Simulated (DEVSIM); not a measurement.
Structure: Schottky contact on p-type GaSb, at 300 K.

```tsv
layer (left to right)	material	thickness (μm)	Na (cm⁻³)	τn (s)	τp (s)
1	GaSb	1.30	3e16	7e-9	7e-9
```

Left contact: Schottky, work function 4.546 eV, emission velocity 5.6e6 cm/s. Right contact: ohmic. Voltage is applied to the left contact. Recombination: SRH at mid-gap, radiative, Auger. Mobility is μmin + (μ − μmin)/(1 + (N/Nref)^α).

The device is made up for the run: typed textbook-type constants, with dimensions and the other settings drawn at random. Values at 300 K.

```tsv
parameter	GaSb
gap (eV)	0.726
affinity (eV)	4.06
permittivity	15.7
Nc (cm⁻³)	2.1e17
Nv (cm⁻³)	1.8e19
μn (cm²/Vs)	5000
μp (cm²/Vs)	850
μn,min	1000
μp,min	190
Nref,n	2.8e17
Nref,p	9e17
αn	1.05
αp	0.65
B (cm³/s)	1e-10
Cn (cm⁶/s)	5e-30
Cp (cm⁶/s)	5e-30
```

DEVSIM, 1D drift-diffusion, Boltzmann statistics, complete ionisation; no tunnelling, impact ionisation, image-force lowering or self-heating. Metal contacts follow the ideal Schottky-Mott rule: no Fermi-level pinning, no interface dipoles.

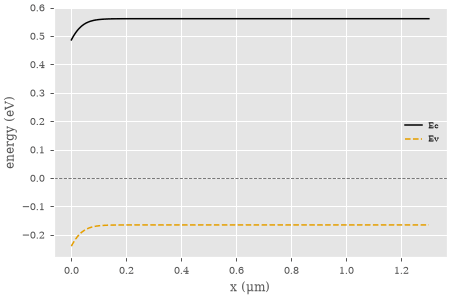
Band edges at zero bias

Energies count from the Fermi level of the right contact; mesh points crowd at the junctions.

```tsv
x (μm)	Ec (eV)	Ev (eV)	n (cm⁻³)	p (cm⁻³)	field (V/cm)
0.000	0.486	-0.240	1.4e9	1.7e15	18000
0.007900	0.500	-0.226	8.5e8	2.8e15	16000
0.02003	0.517	-0.209	4.3e8	5.6e15	12000
0.03427	0.532	-0.194	2.4e8	1.0e16	8800
0.06277	0.549	-0.177	1.2e8	1.9e16	3800
0.09054	0.556	-0.170	9.5e7	2.5e16	1500
0.1271	0.559	-0.167	8.4e7	2.9e16	420
0.2003	0.561	-0.165	8.0e7	3.0e16	29
0.2715	0.561	-0.165	8.0e7	3.0e16	≈ 0
0.3810	0.561	-0.165	8.0e7	3.0e16	≈ 0
0.5095	0.561	-0.165	8.0e7	3.0e16	≈ 0
0.7481	0.561	-0.165	8.0e7	3.0e16	≈ 0
0.8868	0.561	-0.165	8.0e7	3.0e16	≈ 0
0.9921	0.561	-0.165	8.0e7	3.0e16	≈ 0
1.100	0.561	-0.165	8.0e7	3.0e16	≈ 0
1.154	0.561	-0.165	8.0e7	3.0e16	≈ 0
1.200	0.561	-0.165	8.0e7	3.0e16	≈ 0
1.230	0.561	-0.165	8.0e7	3.0e16	≈ 0
1.261	0.561	-0.165	8.0e7	3.0e16	≈ 0
1.276	0.561	-0.165	8.0e7	3.0e16	≈ 0
1.288	0.561	-0.165	8.0e7	3.0e16	≈ 0
1.300	0.561	-0.165	8.0e7	3.0e16	≈ 0
```
